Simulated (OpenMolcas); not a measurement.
C3H3: single-point calculation (part 1 of 2)

The run: single-point calculation of C3H3, multiplicity 2. Method and program: CASPT2/ANO-L-VDZP (OpenMolcas 26.06).

The geometry comes from this level: GFN2-xTB.

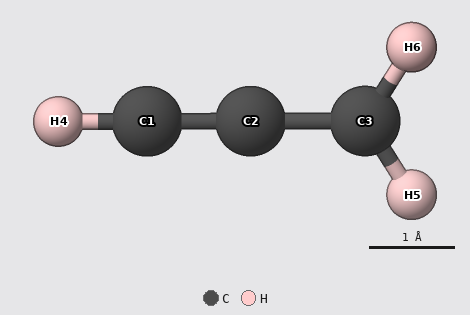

The input geometry (ball-and-stick view, seen at a tilt; atoms are numbered from 1 in the order of the input). Bond lengths as drawn: C–C 1.22 to 1.35 Å and C–H 1.05 to 1.07 Å.

Results in brief:

| quantity | value |
| --- | --- |
| outcome | converged |
| total energy | −115.627013 hartree |
| CASSCF energy | −115.291623 hartree |
| basis functions | 57 |
| hardware | 1 thread of Arm Neoverse V2, 24 GiB of memory available, shared host |
| wall time | 4.8 s |
| peak memory | 0.39 GiB |

The input:
```
* C3H3 CASPT2
&gateway
coord
6
bohr
C     -2.34853273    -1.13461046    -1.09464275
C     -0.43544959    -0.21215955    -0.20153929
C      1.68605144     0.81407512     0.78591820
H     -3.99231100    -1.92891904    -1.86228730
H      3.41832559     0.83408732    -0.27427485
H      1.67189739     1.62752662     2.64680710
basis = ANO-L-VDZP
group = NoSym
&seward
&rasscf
fileorb = $CurrDir/step2.RasOrb
spin = 2
nactel = 3 0 0
inactive = 9
ras2 = 3
orblisting = Nothing
orbappear = Compact
&caspt2
imaginary = 0.2
```

Launch command:
```bash
export MOLCAS_MEM=1860
pymolcas step3.inp > step3.log
```

The program's output:
```
--- Start Module: gateway ---

                                              &GATEWAY

                       available to each process: 1.9 GB of memory, 1 thread

++    Symmetry information:
      ---------------------

                    Character Table for C1

                             E
                    a        1  x, y, xy, Rz, z, xz, Ry, yz, Rx, I
--

++    Basis set information:
      ----------------------

      Basis set label: C.ANO-L...3S2P1D.

      Electronic valence basis set:
      ------------------
      Associated Effective Charge   6.000000 au
      Associated Actual Charge      6.000000 au
      Nuclear Model: Point charge

      Shell  nPrim  nBasis  Cartesian Spherical Contaminant
         s      14       3        X
         p       9       2        X
         d       4       1                 X

      Basis set label: H.ANO-L...2S1P.

      Electronic valence basis set:
      ------------------
      Associated Effective Charge   1.000000 au
      Associated Actual Charge      1.000000 au
      Nuclear Model: Point charge

      Shell  nPrim  nBasis  Cartesian Spherical Contaminant
         s       8       2        X
         p       4       1        X
--

++    Molecular structure info:
      -------------------------

                    ************************************************
                    **** Cartesian Coordinates / bohr, angstrom ****
                    ************************************************

     Center  Label                x              y              z                     x              y              z
        1      C1              -2.348533      -1.134610      -1.094643             -1.242790      -0.600410      -0.579260
        2      C2              -0.435450      -0.212160      -0.201539             -0.230430      -0.112270      -0.106650
        3      C3               1.686051       0.814075       0.785918              0.892220       0.430790       0.415890
        4      H4              -3.992311      -1.928919      -1.862287             -2.112640      -1.020740      -0.985480
        5      H5               3.418326       0.834087      -0.274275              1.808900       0.441380      -0.145140
        6      H6               1.671897       1.627527       2.646807              0.884730       0.861250       1.400630

                    ***************************************
                    *    InterNuclear Distances / bohr    *
                    ***************************************

               1 C1            2 C2            3 C3            4 H4            5 H5            6 H6
    1 C1       0.000000
    2 C2       2.304004        0.000000
    3 C3       4.859193        2.555190        0.000000
    4 H4       1.980457        4.284461        6.839650        0.000000
    5 H5       6.148612        3.993934        2.031055        8.066816        0.000000
    6 H6       6.147496        3.992297        2.030963        8.066195        3.494607        0.000000

                    *******************************************
                    *    InterNuclear Distances / angstrom    *
                    *******************************************

               1 C1            2 C2            3 C3            4 H4            5 H5            6 H6
    1 C1       0.000000
    2 C2       1.219227        0.000000
    3 C3       2.571374        1.352148        0.000000
    4 H4       1.048013        2.267239        3.619387        0.000000
    5 H5       3.253705        2.113499        1.074788        4.268775        0.000000
    6 H6       3.253115        2.112632        1.074739        4.268446        1.849266        0.000000

                    **************************************
                    *    Valence Bond Angles / degree    *
                    **************************************
                          Atom centers                 Phi
                      2 C2       1 C1       4 H4       179.96
                      1 C1       2 C2       3 C3       179.90
                      2 C2       3 C3       5 H5       120.69
                      2 C2       3 C3       6 H6       120.61
                      5 H5       3 C3       6 H6       118.70

           ***************************************************************
           *              Valence Dihedral Angles / degree               *
           ***************************************************************
                    Atom centers                       Phi1     Phi2     Theta
           3 C3       2 C2       1 C1       4 H4        179.90   179.96   133.88
           1 C1       2 C2       3 C3       5 H5        179.90   120.69   -67.10
           1 C1       2 C2       3 C3       6 H6        179.90   120.61   112.84
--

            Nuclear Potential Energy             53.82932672 au

--- Stop Module: gateway /rc=_RC_ALL_IS_WELL_ ---

--- Start Module: seward ---

                                              &SEWARD

                       available to each process: 1.9 GB of memory, 1 thread

               SEWARD will generate:
                  Multipole Moment integrals up to order  2
                  Kinetic Energy integrals
                  Nuclear Attraction integrals (point charge)
                  One-Electron Hamiltonian integrals
                  Velocity integrals
                  Orbital angular momentum around ( -0.3093  -0.1501  -0.1437 )
                  Velocity quadrupole around ( -0.3093  -0.1501  -0.1437 )
                  Two-Electron Repulsion integrals

                   Integrals are discarded if absolute value <: 1.00E-14
                   Integral cutoff threshold is set to       <: 1.00E-16

            Nuclear Potential Energy             53.82932672 au

      Basis set specifications :
      Symmetry species         a
      Basis functions           57

--- Stop Module: seward /rc=_RC_ALL_IS_WELL_ ---
--- Module seward spent 3 seconds ---

--- Start Module: rasscf ---

                                              &RASSCF

                       available to each process: 1.9 GB of memory, 1 thread

      Header of the ONEINT file:
      --------------------------

      OrdInt status: non-squared

      Cartesian coordinates in angstrom:
      -----------------------------------------------------
      No.  Label        X            Y            Z
      -----------------------------------------------------
       1   C1        -1.24279000  -0.60041000  -0.57926000
       2   C2        -0.23043000  -0.11227000  -0.10665000
       3   C3         0.89222000   0.43079000   0.41589000
       4   H4        -2.11264000  -1.02074000  -0.98548000
       5   H5         1.80890000   0.44138000  -0.14514000
       6   H6         0.88473000   0.86125000   1.40063000
      -----------------------------------------------------
      Nuclear repulsion energy =   53.82932672

++    Wave function specifications:
      -----------------------------

      Number of closed shell electrons          18
      Number of electrons in active shells       3
      Max number of holes in RAS1 space          0
      Max nr of electrons in RAS3 space          0
      Number of inactive orbitals                9
      Number of active orbitals                  3
      Number of secondary orbitals              45
      Spin quantum number                      0.5
      State symmetry                             1
--

++    Orbital specifications:
      -----------------------

      Symmetry species                           1
                                                 a
      Frozen orbitals                            0
      Inactive orbitals                          9
      Active orbitals                            3
      RAS1 orbitals                              0
      RAS2 orbitals                              3
      RAS3 orbitals                              0
      Secondary orbitals                        45
      Deleted orbitals                           0
      Number of basis functions                 57
--

++    CI expansion specifications:
      ----------------------------

      Number of CSFs                             8
      Number of determinants                     9
      Number of root(s) required                 1
      Root chosen for geometry opt.              1
      CI root used                               1

      highest root included in the CI            1
      max. size of the explicit Hamiltonian      8
--

++    Optimization specifications:
      ----------------------------

      RASSCF algorithm: Conventional
      Maximum number of macro iterations       200
      Maximum number of SX iterations          100
      Threshold for RASSCF energy            1.000E-08
      Threshold for max MO rotation          1.000E-01
      Threshold for max BLB element          1.000E-04
      Level shift parameter                  5.000E-01
      Make Quasi-Newton update
--

      The MO-coefficients are taken from the file:
      step2.RasOrb
      Title: RASSCF average (pseudo-natural) orbitals

      Total molecular charge    0.00

      ************************************************************************************************************************
      *                                            Wave function control section                                             *
      ************************************************************************************************************************

                                         RASSCF iterations: Energy and convergence statistics
                                         ----------------------------------------------------

          iter iter root      energy       change     param      element    value   shift minimum  type update hh:mm:ss
 Nr of preliminary CI iterations:   1
        1   1    2    1  -115.29162290    0.00E+00   3.61E-06    8  15 1 -6.93E-06   0.27   0.00    SX    NO    0:00:00
        2   1    2    1  -115.29162290   -2.08E-10  -3.12E-06    8  15 1 -2.56E-06   0.27   0.00    SX    NO    0:00:00
        3   1    2    1  -115.29162290   -3.35E-11  -1.77E-06    9  15 1 -2.96E-06   0.27   0.00    SX    NO    0:00:00
        4   1    2    1  -115.29162290   -2.42E-11  -1.30E-06    9  15 1 -1.20E-06   0.27   0.00    SX    NO    0:00:00
      Convergence after  4 iterations
        5   1    2    1  -115.29162290   -6.65E-12  -1.30E-06    9  15 1 -1.42E-06   0.27   0.00    SX    NO    0:00:00
```
